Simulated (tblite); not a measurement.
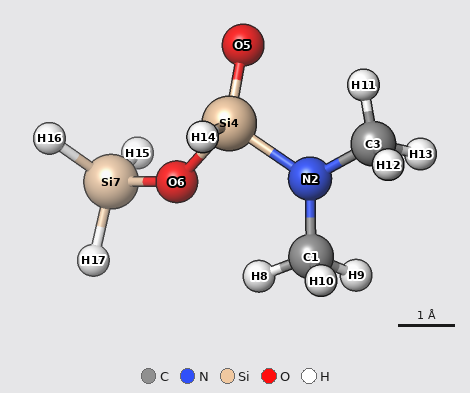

The structure (ball-and-stick view, seen at a tilt; atoms are numbered from 1 in the order of the input). Bond lengths as drawn: C–H 1.08 to 1.10 Å, C–N 1.41 to 1.42 Å, H–Si 1.46 to 1.49 Å, N–Si 1.79 Å and O–Si 1.52 to 1.64 Å.

**Frequency calculation of C$_{2}$H$_{10}$NO$_{2}$Si$_{2}$**

C$_{2}$H$_{10}$NO$_{2}$Si$_{2}$, multiplicity 2, computed with GFN2-xTB harmonic vibrations, gas phase (tblite 0.8.0).

It belongs to a series of runs on one base structure; here: H removed from O.

**Output**
```
mode    cm-1     km/mol
  1      42.0      3.01
  2      52.3      0.02
  3      72.8      1.94
  4      74.9      3.52
  5      89.2      2.39
  6     102.0      2.28
  7     165.9      4.83
  8     199.1      2.34
  9     258.9      9.51
 10     303.5      5.50
 11     332.3     77.55
 12     382.5      9.80
 13     563.5      0.37
 14     586.3     32.12
 15     597.4     40.88
 16     617.6     35.02
 17     659.1     78.13
 18     665.8     52.24
 19     764.7    202.65
 20     781.7    170.31
 21     826.0    381.42
 22    1012.1     30.77
 23    1028.1      2.63
 24    1043.8    222.28
 25    1046.4     37.69
 26    1057.6     10.66
 27    1250.7     95.94
 28    1254.8      3.17
 29    1319.9    139.46
 30    1391.2      4.35
 31    1400.1     15.40
 32    1433.6      0.86
 33    1440.6      0.79
 34    1450.0     20.09
 35    1462.2     23.95
 36    1976.3     35.76
 37    2224.8    295.64
 38    2258.9    329.63
 39    2282.7    138.79
 40    2887.8     15.89
 41    2895.8     20.65
 42    2922.7      5.23
 43    2928.5     45.85
 44    3054.3      6.99
 45    3073.3      5.53
```

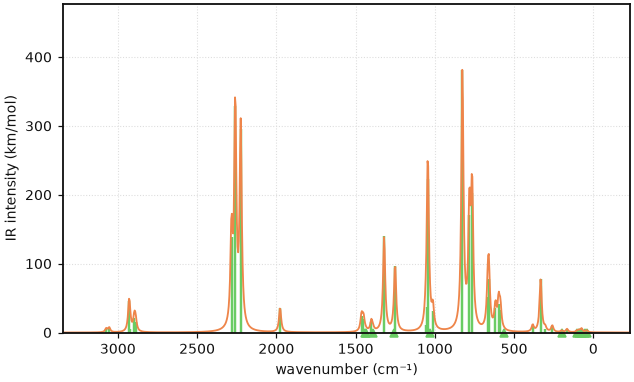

Harmonic infrared spectrum, unscaled: sticks (degenerate modes added up, dark ones marked on the axis) with a Lorentzian envelope of 16 cm⁻¹ full width, scaled to the tallest stick. 45 modes from 42 to 3073 cm⁻¹, none imaginary. The strongest line is at 826 cm⁻¹ (381 km/mol).

The run was set up as follows.

**Input file**
```
{"job": {"kind": "ir", "xc": "GFN2-xTB", "basis": "xTB"}, "charge": 0, "multiplicity": 2}
C     -1.201335     1.206839    -0.543541
N     -1.067328    -0.146765    -0.151747
C     -2.240010    -0.933871    -0.185456
Si     0.355225    -0.822837     0.696090
O      0.553803    -2.320074     0.530261
O      1.485221     0.287935     0.284473
Si     3.073230     0.389471     0.036674
H     -0.238110     1.700991    -0.452177
H     -1.537112     1.260862    -1.586108
H     -1.951026     1.733822     0.060441
H     -2.009416    -1.919143     0.205972
H     -3.058262    -0.481043     0.386840
H     -2.588766    -1.038537    -1.219536
H     -0.056294    -0.278207     2.019064
H      3.454422    -0.405085    -1.127186
H      3.781246    -0.048979     1.237766
H      3.237513     1.826652    -0.201742
```

The first line tells a small driver script what to run in tblite; the rest is the geometry in Å.

Command:
```bash
OMP_NUM_THREADS=1 python <driver script> task.json out
```

**Summary**

| quantity | value |
| --- | --- |
| outcome | converged |
| total energy | −653.4970 eV |
| zero-point energy | 74.6720 kcal/mol |
| hardware | 1 CPU thread, shared host |
| wall time | 0.54 s |
| peak memory | 0.18 GiB |
